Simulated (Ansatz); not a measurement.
The reference is PbTe in the rock salt structure (space group Fm-3m, No. 225; a = 6.534 Å). Axes: x, y, z lie along the cube axes.

Now apply this change: uniaxial strain ε_zz = +2.00 %, all other strain components held at zero, atoms relaxed at fixed cell.

Level of theory: Kohn–Sham DFT with the r2SCAN functional, run in Ansatz (a quantum-chemistry and plane-wave program) with PAW and 500 eV plane waves, no SOC.

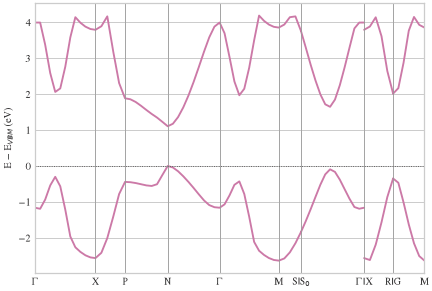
Figure. Highest valence and lowest conduction band along the path of the changed cell's own zone

Task: From the figure, how large is the changed gap, and is it direct?

Result: About 1.1 eV, direct at N.

With Pb and Te present, leaving out spin-orbit coupling can change the band edges. Stability against distortions was not tested. Labels are those of the standard path for the cell's own space group.
